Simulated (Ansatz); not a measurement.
Consider AlH3NSi (charge −1).

Input

```
crystal:
  periodic: [false, false, false]
  atoms:
    - {symbol: Al, position_ang: [0.639942, 1.287514, 0.401101]}
    - {symbol: N, position_ang: [-0.805501, 1.722270, 1.546749]}
    - {symbol: Si, position_ang: [-2.005016, 2.082577, 2.497856]}
    - {symbol: H, position_ang: [1.932177, 0.876436, 1.323666]}
    - {symbol: H, position_ang: [0.990186, 2.599158, -0.519188]}
    - {symbol: H, position_ang: [0.192930, 0.027258, -0.548598]}
basis:
  gaussian: {orbitals: def2-TZVPD}
total_charge: -1
hamiltonian: {xc: {name: PBE0}}
output: {forces: true, orbitals: {seedname: orbitals}}
```

Command:

```sh
ansatz run input.yaml --threads 1 --pin off --max-ram 2610MiB --events-out events.jsonl --progress --plain --runs-dir runs
```

Geometry: PBE0-D3(BJ)/def2-SVPD.

Method: isolated molecule in a Gaussian basis; Kohn-Sham density functional theory, functional PBE0 (Ansatz 0.2.0).

Q: Predict the electron density and electron localisation function between the atoms.

A: Si–N (1.57 Å): ρ is about 1.4 e/Å³ halfway; the ELF peaks at about 0.85 between the atoms (a short, strongly polar bond).
Al–N (1.89 Å): ρ at the midpoint is about 0.66 e/Å³; the ELF peaks at about 0.95 in the valence shell of N, 0.7 Å from its nucleus, and is about 0.70 at the midpoint.
Al–H (1.64 Å): ρ is about 0.47 e/Å³ halfway; the ELF climbs to about 1 towards the hydrogen.

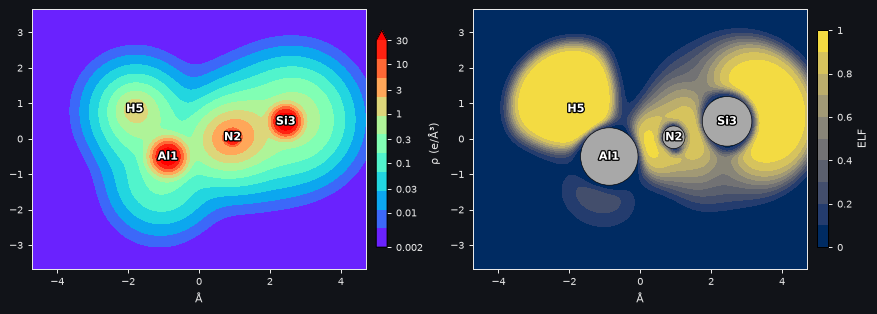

Computed electron density and electron localisation function on the plane of atoms N2, Al1 and H5, in this order. Grey discs cover the atomic cores in the ELF map. 
